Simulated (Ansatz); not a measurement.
**A ladder of methods for [PH4]+ (phosphonium)**

[PH4]+: 5 atoms, total charge +1, spin state singlet. SMILES: `[PH4+]`. Geometry: relaxed at GFN2-xTB.

```
atom    x (Å)    y (Å)    z (Å)
   P   0.0000   0.0000   0.0001
   H   1.3575  -0.0613   0.2104
   H  -0.6173  -1.0160   0.6910
   H  -0.2619  -0.1338  -1.3433
   H  -0.4783   1.2111   0.4418
```

Quantity: the energy change with the P1–H3 bond stretched from 1.375 to 3.438 Å, in eV. The values are calculated.

| level | kind | program | value (eV) | less FCI/3-21G | CPU time (all runs) |
| --- | --- | --- | --- | --- | --- |
| HF/3-21G (restricted) | Hartree–Fock | Ansatz | 6.01 | +2.31 | 0.24 s |
| revPBE/3-21G (restricted) | GGA | Ansatz | 4.51 | +0.81 | 1.4 s |
| r2SCAN/3-21G (restricted) | meta-GGA | Ansatz | 4.83 | +1.13 | 3.4 s |
| PBE0/3-21G (restricted) | global hybrid | Ansatz | 5.05 | +1.35 | 1.5 s |
| wB97X/3-21G (restricted) | range-separated hybrid | Ansatz | 5.62 | +1.92 | 5.6 s |
| B2PLYP/3-21G (restricted) | double hybrid | Ansatz | 4.76 | +1.06 | 1.8 s |
| MP2/3-21G (restricted) | perturbation theory | Ansatz | 4.96 | +1.26 | 0.28 s |
| BCCD(T)/3-21G (restricted) | coupled cluster or CI | Ansatz | 3.68 | -0.02 | 0.44 s |
| FCI/3-21G | exact in the basis | Ansatz | 3.70 | 0.00 | 20 s |

FCI/3-21G is exact within its basis and frozen core, so for wave-function methods in that basis the difference is their error; functionals converge differently with the basis, so for them it is only a difference. Spin-restricted single references rise too steeply as a bond breaks, Hartree–Fock most of all. Perturbation and coupled-cluster corrections on them can overshoot downwards. The first shape isn't each level's own minimum. The values span 3.68 to 6.01 eV. All rows use very small basis sets, so even the best lies far from the true value. CPU times are rough (shared hosts, several kinds of processor): they show what a rung costs within a factor of a few.

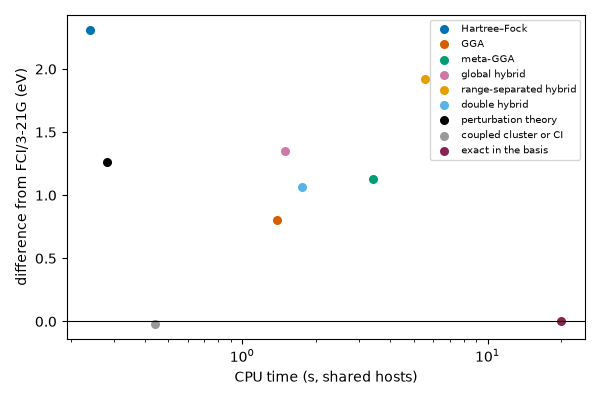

Difference from FCI/3-21G against processor time, one point a level.
